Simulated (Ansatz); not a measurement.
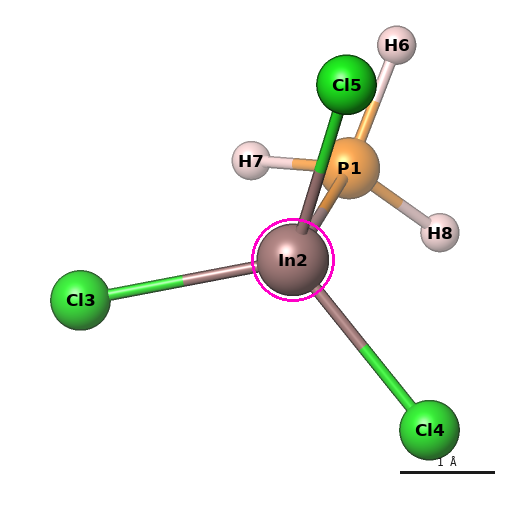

Orthographic view. Atoms fade into the background with distance from the viewer. The computed geometry is a stationary point of PBE0-D4/def2-TZVP, a saddle point of order 1.

Question: Which atoms are bonded to the circled atom?

Answer: The circled atom is In2; it is bonded to P1, Cl3, Cl4, Cl5.

Question: Which atom is nearest the viewer?

Answer: Cl5, 2.6 Å in front of the mean position.

Question: Of P1 and In2, which is nearer the viewer?

Answer: In2; the bond to P1 points away from the viewer, so it looks shorter than its 2.71 Å.
